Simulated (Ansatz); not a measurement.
The calculation's input:

```
crystal:
  lattice:
    - [1.4814287996, 0.8553033162, 7.4167729549]
    - [-1.4814287996, 0.8553033162, 7.4167729549]
    - [0.0, -1.7106066324, 7.4167729549]
  atoms:
    - { symbol: Al, position: [0.0, 0.0, 0.0] }
    - { symbol: Al, position: [0.2149998761, 0.2149998761, 0.2149998761] }
    - { symbol: Al, position: [0.7850001239, 0.7850001239, 0.7850001239] }
    - { symbol: H, position: [0.4120502907, 0.4120502907, 0.4120502907] }
    - { symbol: H, position: [0.5879497093, 0.5879497093, 0.5879497093] }
basis:
  ecutwfc: 420
kpoints:
  mp_grid: { grid: [12, 12, 12] }
hamiltonian:
  xc: pbe
scf:
  occupations: { method: gaussian, width: 0.1 }
output:
  forces: true
  stress: true
  eigenvalues: true
  write_density: true
  write_potential: true
  elf: true
  volumetric_format: npy
relax:
  adjacent_minimum: "off"
  f_tol: 0.01
  max_steps: 80
  cell: { stress_tol: 0.05 }
```

Run with:

```sh
ansatz run input.yaml --threads 1 --pin off --max-ram 2560MiB --backend cpu --events-out ev --progress --plain --runs-dir out
```

Below, planes, directions and counts refer to the conventional cell (a = 3.03 Å, b = 3.03 Å, c = 21.30 Å, α = 90.00°, β = 90.00°, γ = 120.00°).

The fields are those of the relaxed geometry.

Space group R-3m; started from the tetradymite_166 prototype, which need not be the ambient phase; computed without spin polarisation.

Computed with DFT PBE, scalar-relativistic, plane waves, PAW in Ansatz 0.2.0.

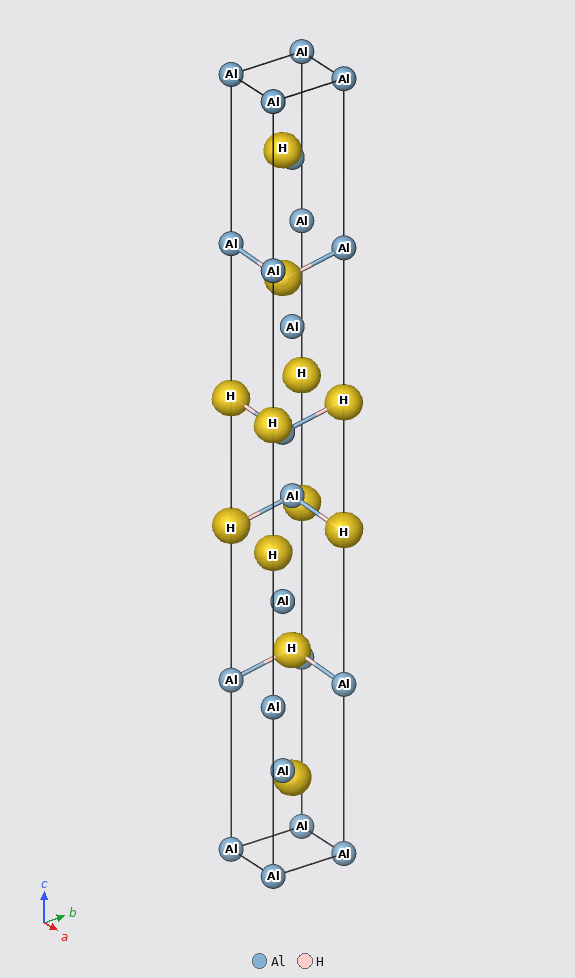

Al3H2. Isosurface of the electron localisation function at 0.9 (yellow), seen slightly off an axis. Core shells and regions of very low density are left out. Sticks mark near contacts.

> What do the ELF domains correspond to?

The surface consists of six regions around hydrogen nuclei, counted in one cell of 15 atoms. Any copies at cell faces, edges or corners count once. Along the contacts the grid gives the following. Al–H (1.89 Å): the ELF climbs to about 1 towards the hydrogen.
